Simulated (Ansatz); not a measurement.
**B2NH5: two torsions**

Aim: map the energy of B₂H₅N, SMILES BNB over two coordinates, and find its wells, ridges and stiffness.

Method: RHF/def2-TZVP; program: Ansatz 0.2.0.

## (1) The system as given

SMILES `BNB`, 8 atoms, charge 0, spin multiplicity 1.

Atoms are counted from 1 here; the program's logs count them from 0.

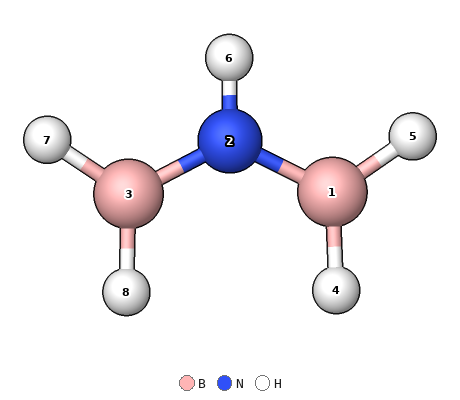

Start geometry, drawn with boron pink, nitrogen blue, hydrogen white; atoms are numbered from 1 in the order of the file.

Coordinates:

```xyz
8
charge 0, multiplicity 1
B    -0.8369    0.6623   -0.7005
N     0.2574    0.3756    0.1711
B     0.7027   -0.9202    0.5741
H    -1.4732   -0.2650   -1.1580
H    -1.1024    1.8205   -0.9617
H     0.7762    1.1792    0.5424
H     1.6570   -1.0157    1.3226
H     0.1113   -1.8939    0.1541
```

This geometry comes from a loose relaxation at PBE in a small basis, which is not shown.

## (2) Relaxing the molecule

input.yaml reads:

```yaml
crystal:
  periodic: [false, false, false]
  atoms:
    - { symbol: B, position_ang: [-0.836892, 0.662304, -0.700505] }
    - { symbol: "N", position_ang: [0.257447, 0.375557, 0.171114] }
    - { symbol: B, position_ang: [0.702657, -0.920175, 0.574073] }
    - { symbol: H, position_ang: [-1.473191, -0.265038, -1.158045] }
    - { symbol: H, position_ang: [-1.102394, 1.820545, -0.961693] }
    - { symbol: H, position_ang: [0.776158, 1.179236, 0.542388] }
    - { symbol: H, position_ang: [1.656991, -1.015715, 1.322643] }
    - { symbol: H, position_ang: [0.111323, -1.893913, 0.154125] }
basis:
  gaussian: { orbitals: def2-TZVP }
hamiltonian:
  xc: hf
output:
  forces: true
relax:
  f_tol: 0.003
  max_steps: 120
```

Command:

```bash
$ ansatz run input.yaml --threads 1 --pin off --max-ram 2560MiB --backend cpu --events-out ev --progress --plain --runs-dir out
```

The program printed:

```text
Warning: RAYON_NUM_THREADS=1 ignored (pool sized by the plan → 1); use --threads N
The last accepted step is kept in <dir> (removed where the run ends without a failure and the disk answers)
Engine: ansatz 0.2.0, aarch64-unknown-linux-gnu
Functional definition: HF
  exchange = exact_x
  correlation = 0
852 factors; their error is unknown
mean field evaluation 1: about -2904.1968 eV, gradient 3.2e1 eV
mean field evaluation 2: about -2906.1082 eV, gradient 1.7e1 eV
mean field evaluation 4: about -2906.7351 eV, gradient 3.2e-1 eV
mean field evaluation 8: about -2906.7630 eV, gradient 5.9e-6 eV
mean field -2906.76303183 eV, -106.8215711451 hartree, gradient 1.5e-5 eV, S^2 0.000000; 0 other end points of the search recorded, 0 dependent functions left out
the calculation of the forces begins
reference -2906.76303183 eV, -106.8215711451 hartree; 11, 11 occupied and 112, 112 virtual orbitals, 852 factors
relax step   1: F+E_penalty+E_count = -2906.76303183 eV  Δ(F+E_penalty+E_count) = +0.000e0 eV  max|allowed force component| = 1.069e0 eV/Å  Δτ_max = 0.0000 Å  (30 SCF iters, accepted)
these checks for a lower state are left out or cut short: starts, cluster_reference, orbital_swaps, neighbouring_geometries, increment
852 factors; their error is unknown
mean field evaluation 16: about -2906.8212 eV, gradient 1.1e-4 eV
mean field -2906.82119162 eV, -106.8237084778 hartree, gradient 1.7e-5 eV, S^2 0.000000; 0 other end points of the search recorded, 0 dependent functions left out
the calculation of the forces begins
reference -2906.82119162 eV, -106.8237084778 hartree; 11, 11 occupied and 112, 112 virtual orbitals, 852 factors
relax step   2: F+E_penalty+E_count = -2906.82119162 eV  Δ(F+E_penalty+E_count) = -5.816e-2 eV  max|allowed force component| = 2.374e-1 eV/Å  Δτ_max = 0.0257 Å  (27 SCF iters, accepted)
these checks for a lower state are left out or cut short: starts, cluster_reference, orbital_swaps, neighbouring_geometries, increment
852 factors; their error is unknown
mean field -2906.82433022 eV, -106.8238238194 hartree, gradient 1.7e-5 eV, S^2 0.000000; 0 other end points of the search recorded, 0 dependent functions left out
the calculation of the forces begins
reference -2906.82433022 eV, -106.8238238194 hartree; 11, 11 occupied and 112, 112 virtual orbitals, 852 factors
relax step   3: F+E_penalty+E_count = -2906.82433022 eV  Δ(F+E_penalty+E_count) = -3.139e-3 eV  max|allowed force component| = 1.403e-2 eV/Å  Δτ_max = 0.0087 Å  (28 SCF iters, accepted)
these checks for a lower state are left out or cut short: starts, cluster_reference, orbital_swaps, neighbouring_geometries, increment
852 factors; their error is unknown
mean field -2906.82432824 eV, -106.8238237464 hartree, gradient 1.7e-5 eV, S^2 0.000000; 0 other end points of the search recorded, 0 dependent functions left out
the calculation of the forces begins
reference -2906.82432824 eV, -106.8238237464 hartree; 11, 11 occupied and 112, 112 virtual orbitals, 852 factors
relax step   4: F+E_penalty+E_count = -2906.82432824 eV  Δ(F+E_penalty+E_count) = +1.986e-6 eV  max|allowed force component| = 1.155e-2 eV/Å  Δτ_max = 0.0010 Å  (28 SCF iters, rejected (line search))
these checks for a lower state are left out or cut short: starts, cluster_reference, orbital_swaps, neighbouring_geometries, increment
852 factors; their error is unknown
mean field evaluation 32: about -2906.7957 eV, gradient 1.0e-4 eV
mean field -2906.82433810 eV, -106.8238241087 hartree, gradient 1.7e-5 eV, S^2 0.000000; 0 other end points of the search recorded, 0 dependent functions left out
the calculation of the forces begins
reference -2906.82433810 eV, -106.8238241087 hartree; 11, 11 occupied and 112, 112 virtual orbitals, 852 factors
relax step   5: F+E_penalty+E_count = -2906.82433810 eV  Δ(F+E_penalty+E_count) = -7.874e-6 eV  max|allowed force component| = 1.353e-3 eV/Å  Δτ_max = 0.0005 Å  (28 SCF iters, accepted)
852 factors; their error is unknown
mean field -2906.82433810 eV, -106.8238241087 hartree, gradient 1.7e-5 eV, S^2 0.000000; 1 other end points of the search recorded, 0 dependent functions left out
the calculation of the forces begins
reference -2906.82433810 eV, -106.8238241087 hartree; 11, 11 occupied and 112, 112 virtual orbitals, 852 factors
Total energy: -2906.82433810 eV, -106.8238241087 hartree
Atom 0 at    -0.828855     0.658329    -0.694085 Å, force     0.000707    -0.000243     0.000321 eV/Å
Atom 1 at     0.256586     0.372697     0.168598 Å, force    -0.001039    -0.001353    -0.000455 eV/Å
Atom 2 at     0.697974    -0.911075     0.569963 Å, force    -0.000365     0.000673    -0.000181 eV/Å
Atom 3 at    -1.462006    -0.237854    -1.150774 Å, force    -0.000776     0.000696    -0.000707 eV/Å
Atom 4 at    -1.093462     1.791593    -0.951058 Å, force    -0.000057     0.000506     0.000309 eV/Å
Atom 5 at     0.760166     1.152955     0.529072 Å, force     0.000486     0.000320    -0.000178 eV/Å
Atom 6 at     1.631187    -1.009059     1.304709 Å, force     0.000250     0.000264     0.000414 eV/Å
Atom 7 at     0.130509    -1.874785     0.167675 Å, force     0.000794    -0.000862     0.000477 eV/Å
Dipole moment:     0.119909     0.185808     0.085857 e Å
```

Run time: 6.3 s. Hardware: 1 thread of Arm Neoverse V2, shared host; peak memory 0.18 GiB.

Step by step:

```tsv
step	energy from step 1 (eV)	largest force component (eV/Å)
1	0.0000	1.0690
2	-0.0582	0.2374
3	-0.0613	0.0140
4	-0.0613	0.0116
5	-0.0613	0.0014
```

Close pairs (by a distance rule), those that changed most:

```tsv
bond	before (Å)	after (Å)	change (Å)
N2–H6	1.026	0.996	-0.030
B3–H8	1.214	1.189	-0.026
B1–H4	1.214	1.189	-0.026
B3–H7	1.217	1.192	-0.025
B1–H5	1.217	1.192	-0.025
B1–N2	1.428	1.416	-0.012
N2–B3	1.428	1.416	-0.012
```

## (3) Setting up the map

- dihedral B1–N2–B3–H7: 18 values from −180 to 160 °, periodic
- dihedral H4–B1–N2–B3: 18 values from −180 to 160 °, periodic

Nothing else is relaxed (all other coordinates rigid). Energies count from the relaxed molecule at the same level. Points are written as (first, second).

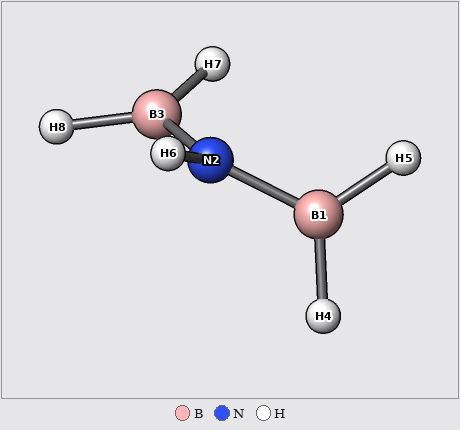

The geometry at (−40°, −100°).

Below, 2 of the grid's runs; all are launched alike.

## (4) Point (−40°, −100°)

input.yaml reads:

```yaml
crystal:
  periodic: [false, false, false]
  atoms:
    - { symbol: B, position_ang: [-0.828855, 0.658329, -0.694085] }
    - { symbol: "N", position_ang: [0.256586, 0.372697, 0.168598] }
    - { symbol: B, position_ang: [0.247141, 0.434811, 1.582826] }
    - { symbol: H, position_ang: [-1.462006, -0.237854, -1.150774] }
    - { symbol: H, position_ang: [-1.093462, 1.791593, -0.951058] }
    - { symbol: H, position_ang: [1.112423, 0.10068, -0.262547] }
    - { symbol: H, position_ang: [-0.328864, 1.323982, 2.128657] }
    - { symbol: H, position_ang: [0.81491, -0.402292, 2.206916] }
basis:
  gaussian: { orbitals: def2-TZVP }
hamiltonian:
  xc: hf
output:
  forces: true
```

Command:

```bash
$ ansatz run input.yaml --threads 1 --pin off --max-ram 2560MiB --backend cpu --events-out ev --progress --plain --runs-dir out
```

The program printed:

```text
Warning: RAYON_NUM_THREADS=1 ignored (pool sized by the plan → 1); use --threads N
[... 4 set-up lines as earlier in the session ...]
852 factors; their error is unknown
mean field evaluation 1: about -2902.7349 eV, gradient 3.5e1 eV
mean field evaluation 2: about -2904.7960 eV, gradient 1.8e1 eV
mean field evaluation 4: about -2905.4895 eV, gradient 4.0e-1 eV
mean field evaluation 8: about -2905.5200 eV, gradient 3.5e-1 eV
mean field -2905.52018460 eV, -106.7758973517 hartree, gradient 2.1e-5 eV, S^2 0.000000; 0 other end points of the search recorded, 0 dependent functions left out
the calculation of the forces begins
reference -2905.52018460 eV, -106.7758973517 hartree; 11, 11 occupied and 112, 112 virtual orbitals, 852 factors
Total energy: -2905.52018460 eV, -106.7758973517 hartree
Atom 0 at    -0.828855     0.658329    -0.694085 Å, force    -0.667992     0.799463    -0.611600 eV/Å
Atom 1 at     0.256586     0.372697     0.168598 Å, force     1.275440     0.153731     1.086063 eV/Å
Atom 2 at     0.247141     0.434811     1.582826 Å, force     0.136961     0.242987    -0.411720 eV/Å
Atom 3 at    -1.462006    -0.237854    -1.150774 Å, force    -0.034972    -0.037660    -0.372074 eV/Å
Atom 4 at    -1.093462     1.791593    -0.951058 Å, force    -0.416440     0.061660     0.037408 eV/Å
Atom 5 at     1.112423     0.100680    -0.262547 Å, force    -0.224439    -1.177627     0.019817 eV/Å
Atom 6 at    -0.328864     1.323982     2.128657 Å, force    -0.551061    -0.289638     0.115307 eV/Å
Atom 7 at     0.814910    -0.402292     2.206916 Å, force     0.482502     0.247084     0.136800 eV/Å
Dipole moment:     0.174657    -0.061649    -0.187406 e Å
```

It took 1 s on 1 thread of Arm Neoverse V2, shared host; peak memory 0.17 GiB.

On the map this point reads 30.1 kcal/mol.

## (5) Grid point (−180°, 0°)

input.yaml reads:

```yaml
crystal:
  periodic: [false, false, false]
  atoms:
    - { symbol: B, position_ang: [-0.828855, 0.658329, -0.694085] }
    - { symbol: "N", position_ang: [0.256586, 0.372697, 0.168598] }
    - { symbol: B, position_ang: [0.697706, -0.91106, 0.570306] }
    - { symbol: H, position_ang: [-1.462006, -0.237854, -1.150774] }
    - { symbol: H, position_ang: [-1.093462, 1.791593, -0.951058] }
    - { symbol: H, position_ang: [0.760376, 1.152943, 0.528804] }
    - { symbol: H, position_ang: [1.630681, -1.009031, 1.305355] }
    - { symbol: H, position_ang: [0.130254, -1.874771, 0.168] }
basis:
  gaussian: { orbitals: def2-TZVP }
hamiltonian:
  xc: hf
output:
  forces: true
```

Command:

```bash
$ ansatz run input.yaml --threads 1 --pin off --max-ram 2560MiB --backend cpu --events-out ev --progress --plain --runs-dir out
```

The program printed:

```text
Warning: RAYON_NUM_THREADS=1 ignored (pool sized by the plan → 1); use --threads N
[... 4 set-up lines as earlier in the session ...]
852 factors; their error is unknown
mean field evaluation 1: about -2904.2605 eV, gradient 3.3e1 eV
mean field evaluation 2: about -2906.1878 eV, gradient 1.7e1 eV
mean field evaluation 4: about -2906.7954 eV, gradient 3.1e-1 eV
mean field evaluation 8: about -2906.8243 eV, gradient 6.3e-6 eV
mean field -2906.82433816 eV, -106.8238241110 hartree, gradient 1.5e-5 eV, S^2 0.000000; 0 other end points of the search recorded, 0 dependent functions left out
the calculation of the forces begins
reference -2906.82433816 eV, -106.8238241110 hartree; 11, 11 occupied and 112, 112 virtual orbitals, 852 factors
Total energy: -2906.82433816 eV, -106.8238241110 hartree
Atom 0 at    -0.828855     0.658329    -0.694085 Å, force     0.000824    -0.000254     0.000184 eV/Å
Atom 1 at     0.256586     0.372697     0.168598 Å, force    -0.000611    -0.001375    -0.001007 eV/Å
Atom 2 at     0.697706    -0.911060     0.570306 Å, force    -0.000297     0.000650    -0.000316 eV/Å
Atom 3 at    -1.462006    -0.237854    -1.150774 Å, force    -0.000946     0.000711    -0.000486 eV/Å
Atom 4 at    -1.093462     1.791593    -0.951058 Å, force     0.000069     0.000496     0.000146 eV/Å
Atom 5 at     0.760376     1.152943     0.528804 Å, force    -0.000059     0.000351     0.000518 eV/Å
Atom 6 at     1.630681    -1.009031     1.305355 Å, force     0.000408     0.000256     0.000230 eV/Å
Atom 7 at     0.130254    -1.874771     0.168000 Å, force     0.000612    -0.000836     0.000730 eV/Å
Dipole moment:     0.119966     0.185806     0.085784 e Å
```

Run time: 0.97 s. Hardware: 1 thread of Arm Neoverse V2, shared host; peak memory 0.17 GiB.

On the map this point reads 0.0 kcal/mol.

## (6) The map

91 points were computed, 233 more follow by symmetry. Energies in kcal/mol, from the relaxed molecule at the same level; the table lists every other line.

```tsv
dihedral H4–B1–N2–B3 (°) ↓, dihedral B1–N2–B3–H7 (°) →	−180	−140	−100	−60	−20	20	60	100	140
140	7.8	15.1	30.1	26.3	11.1	9.3	23.2	31.4	18.1
100	19.9	30.1	49.4	42.1	23.2	22.4	40.6	50.1	31.4
60	14.9	26.3	42.1	32.6	16.6	18.4	35.8	40.7	23.2
20	2.1	11.0	23.2	16.6	3.8	4.8	18.4	22.4	9.3
−20	2.1	9.3	22.4	18.4	4.8	3.8	16.6	23.2	11.0
−60	14.9	23.2	40.7	35.8	18.4	16.6	32.6	42.1	26.3
−100	19.9	31.4	50.1	40.6	22.4	23.2	42.1	49.4	30.1
−140	7.8	18.1	31.4	23.2	9.3	11.1	26.3	30.1	15.1
−180	0.0	7.8	19.9	14.9	2.1	2.1	14.9	19.9	7.8
```

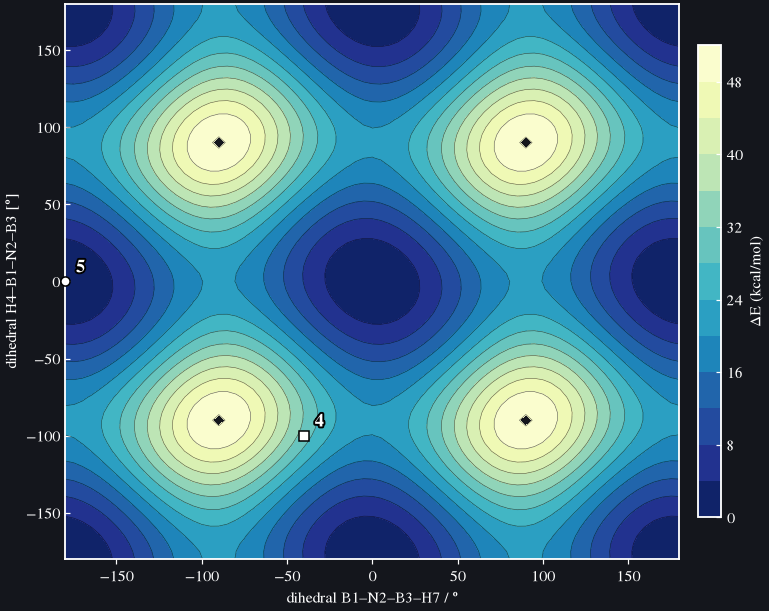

The map; numbers mark the steps of this session that print a point's run. Drawn: filled contours.

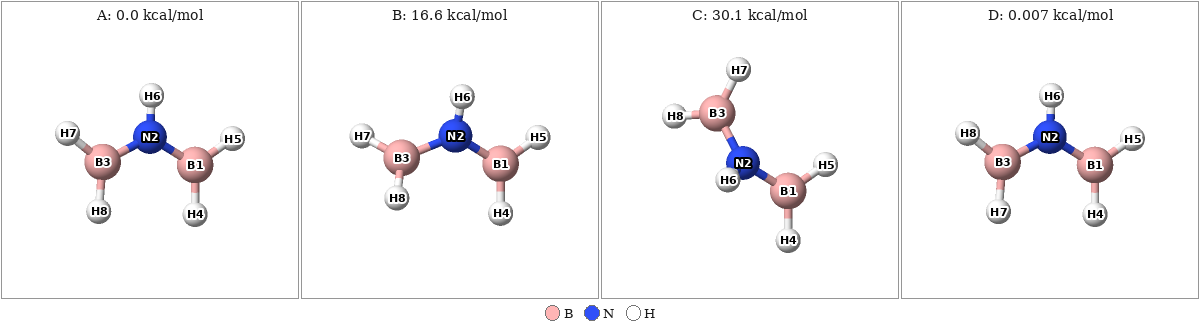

Structures on the grid, at one scale: A at (−180°, 0°); B at (−120°, −20°); C at (−80°, −140°); D at (0°, 0°).

The dipole moment (D) at each point:

| dihedral H4–B1–N2–B3 (°) ↓, dihedral B1–N2–B3–H7 (°) → | −180 | −140 | −100 | −60 | −20 | 20 | 60 | 100 | 140 |
| --- | --- | --- | --- | --- | --- | --- | --- | --- | --- |
| 140 | 1.17 | 1.22 | 1.26 | 1.13 | 1.14 | 1.20 | 1.24 | 1.22 | 1.10 |
| 100 | 1.31 | 1.26 | 1.14 | 1.14 | 1.28 | 1.30 | 1.20 | 1.10 | 1.22 |
| 60 | 1.23 | 1.12 | 1.14 | 1.22 | 1.25 | 1.19 | 1.09 | 1.20 | 1.24 |
| 20 | 1.14 | 1.13 | 1.28 | 1.25 | 1.17 | 1.13 | 1.19 | 1.30 | 1.19 |
| −20 | 1.14 | 1.19 | 1.30 | 1.19 | 1.13 | 1.17 | 1.25 | 1.28 | 1.13 |
| −60 | 1.23 | 1.24 | 1.20 | 1.09 | 1.19 | 1.25 | 1.22 | 1.14 | 1.12 |
| −100 | 1.31 | 1.22 | 1.10 | 1.20 | 1.30 | 1.28 | 1.14 | 1.14 | 1.26 |
| −140 | 1.17 | 1.10 | 1.22 | 1.24 | 1.20 | 1.14 | 1.13 | 1.26 | 1.22 |
| −180 | 1.14 | 1.17 | 1.31 | 1.24 | 1.15 | 1.15 | 1.24 | 1.31 | 1.17 |

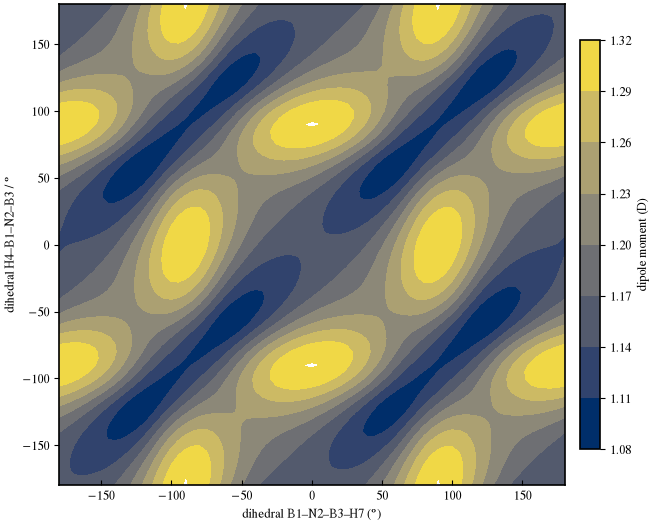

The dipole moment over the grid. Drawn: filled contours.

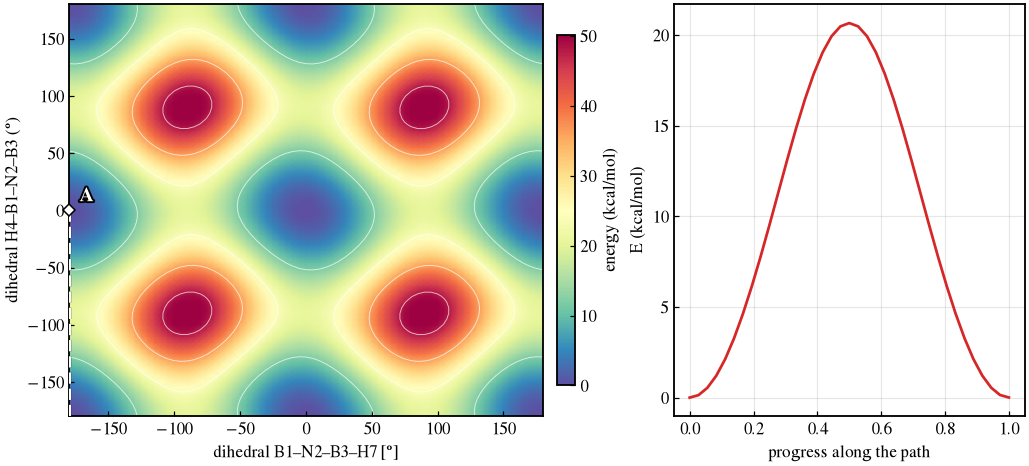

The easiest path on the interpolated surface, from A. The picture shows a smooth colour map, a line along the lowest path, the energy along the path at the right.

## (7) Outcome

| quantity | value |
| --- | --- |
| lowest point | (−180°, 0°), 0.0 kcal/mol |
| highest computed point | (−80°, 100°), 50.1 kcal/mol above the lowest |
| dipole moment (D) | 1.09 at (−120°, 60°) to 1.31 at (−80°, −180°); 1.14 at the lowest point |
| time for the whole task | 1.8 min on 1 thread, shared host |

**Reading.** The lowest computed point is at (−180°, 0°), which is the relaxed molecule at the same level itself; the map holds 4 wells of about this depth. No other kind of well shows on this grid. The highest computed point, (−80°, 100°), lies 50.1 kcal/mol above the lowest. On the interpolated surface the easiest way out of the lowest well to the well at (−180°, −180°) passes a barrier of about 21 kcal/mol. Round the minimum the valley is somewhat tilted: raising dihedral B1–N2–B3–H7 shifts the best value of dihedral H4–B1–N2–B3 downwards (coupling k₁₂/√(k₁₁k₂₂) about 0.1).
